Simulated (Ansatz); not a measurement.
C₂H₄Al (charge −1)

```csv
atom,x (Å),y (Å),z (Å)
C,-1.1087,-0.3249,-1.1250
C,-0.1968,-0.0562,-0.1994
Al,1.0642,0.3125,1.0797
H,-2.1934,-0.4614,-0.9089
H,-0.8798,-0.4409,-2.2094
H,1.4566,1.8319,1.4924
H,1.8580,-0.8610,1.8706
```

The highest occupied orbital lies above zero, a sign that basis and functional describe the outermost electron poorly.

Method: RKS r2SCAN-D4/def2-SVP (Ansatz).

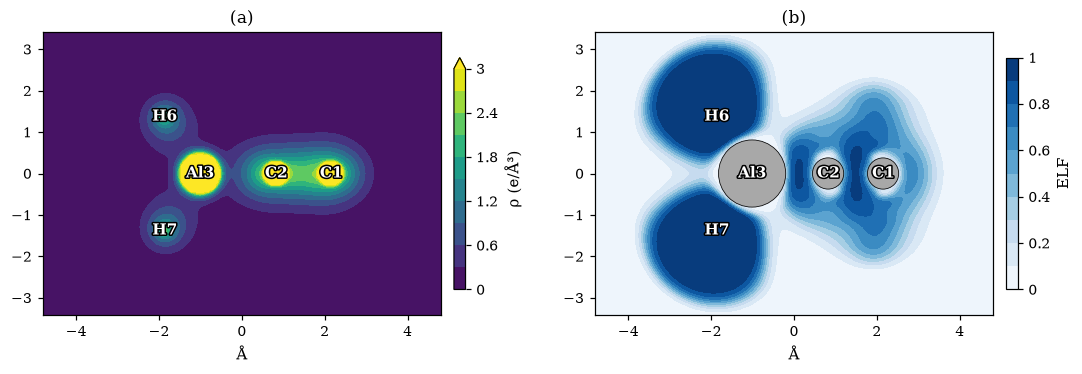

Figure 1. (a) total electron density; (b) ELF on the plane of atoms H6, Al3 and H7. Grey discs cover the atomic cores in the ELF map.

**Interpret the plot.**

The section cuts through C, Al and H sites.
C–C (1.33 Å): ρ at the midpoint is about 2.3 e/Å³; the ELF peaks at about 0.90 between the atoms (a short, multiple covalent bond).
C–Al (1.83 Å): ρ is about 0.75 e/Å³ halfway; the ELF peaks at about 0.95 between the atoms: a polar covalent bond.
Al–H (1.62 Å): the density is about 0.46 e/Å³ at the midpoint; the ELF climbs to about 1 towards the hydrogen.

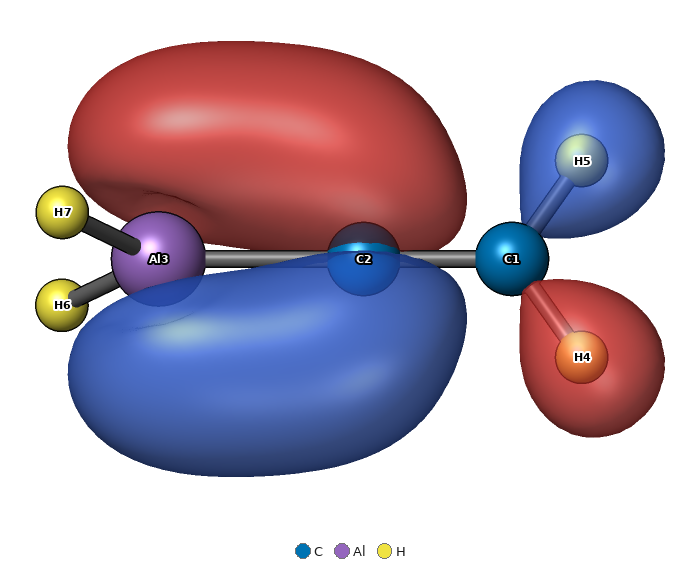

Figure 2. The HOMO at ±0.1 Å⁻³ᐟ² (blue and red are the two phases), seen from one side.

**Describe this orbital and give its energy.**

By Hirshfeld shares it lies mainly on C2 (about 45 %), Al3 (about 35 %) and C1 (about 10 %). Its energy is 1.19 eV.

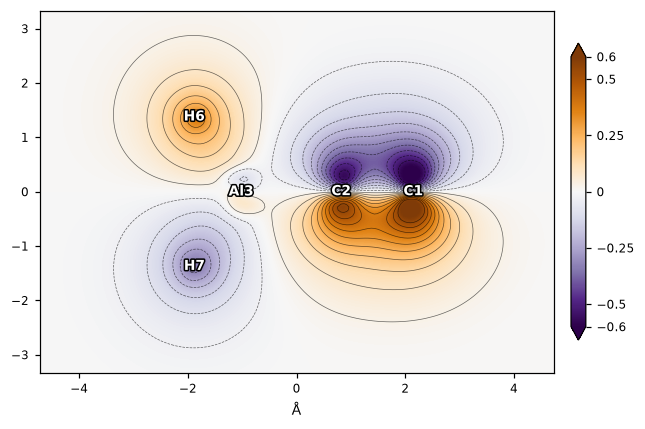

Figure 3. The HOMO−1 on the plane of atoms H6, Al3 and H7 (values in Å⁻³ᐟ²; the overall sign is arbitrary).

**Where does this orbital lie, and at what energy?**

Its weight (Hirshfeld) is mainly on C1 (about 40 %), C2 (about 30 %), H6 (about 5 %) and H7 (about 5 %); π-bonding across C1–C2. Its energy is −1.29 eV.
